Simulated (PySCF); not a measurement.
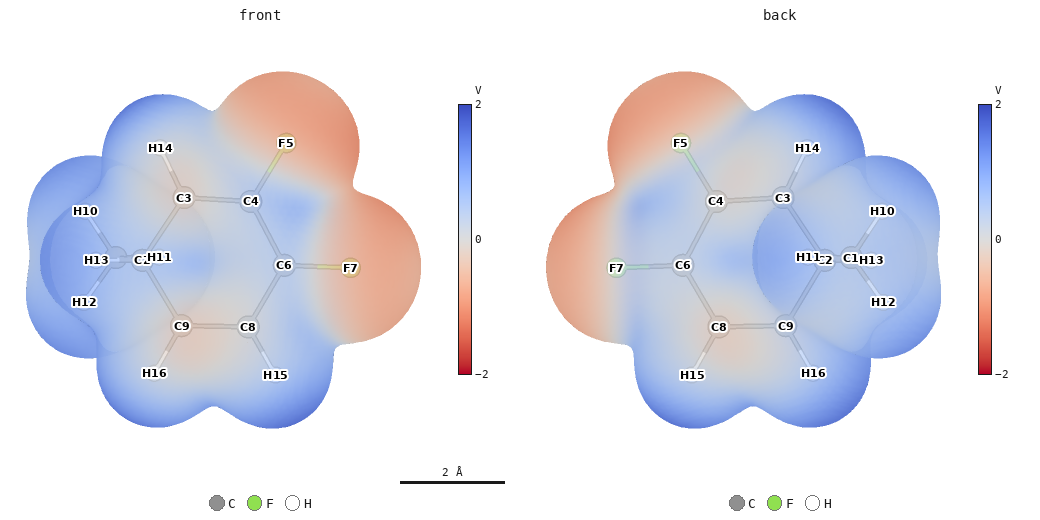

Figure 1: C$_{7}$H$_{7}$F$_{2}$ (doublet). The molecular electrostatic potential painted on the density surface at 0.004 e/bohr³, seen from the front and from behind; red is negative and blue positive.

Geometry: GFN2-xTB.

Method: PySCF, UKS B3LYP, pcH-1 on C F H, non-relativistic, mean-field spin-orbit, GIAO.

The calculation's input:

```
{"job": {"kind": "epr", "basis": "pcH-1"}, "charge": 0, "multiplicity": 2}
C     -1.957223    -0.473120    -0.401971
C     -0.773465    -0.116162     0.526705
C     -0.241624     1.236438     0.191648
C      1.046303     1.431442    -0.178250
F      1.468470     2.673664    -0.488431
C      1.965349     0.368169    -0.243268
F      3.238319     0.588132    -0.615469
C      1.553683    -0.930175     0.088369
C      0.275493    -1.176237     0.463123
H     -2.740566     0.274944    -0.315764
H     -1.619766    -0.510712    -1.434337
H     -2.366076    -1.443008    -0.131588
H     -1.190118    -0.089247     1.548203
H     -0.919241     2.074181     0.227268
H      2.286567    -1.720680     0.037926
H     -0.033703    -2.178686     0.714423
```

Command:

```sh
OMP_NUM_THREADS=1 python probes_run.py task.json out
```

**Describe the electrostatic potential map.**

The most negative region (about −1.0 V) lies over F5 and F7, the most positive (about +1.5 V) over H14, H15 and H16.
